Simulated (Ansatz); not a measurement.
The parent structure is HfS2 in the CdI2 type structure (space group P-3m1, No. 164; a = 3.606 Å, c = 5.768 Å; layered, stacked along the Cartesian z axis). Axes: x lies along a and z along c of the hexagonal cell.

The change: the cell is compressed by 2.50 % along z with no lateral relaxation; the atoms relax in the strained cell.

Method: DFT with PBE-D3(BJ), PAW potentials and a 420 eV plane-wave cutoff in Ansatz (a first-principles code), without spin-orbit coupling.

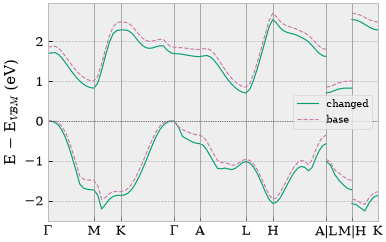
*Highest valence and lowest conduction band along the path, each from its own valence-band maximum*

Question: Read the changed gap and its character from the plot.

Answer: About 0.7 eV, indirect, Γ → L.

With Hf present, leaving out spin-orbit coupling can change the band edges. Whether these cells are dynamically stable was not tested.
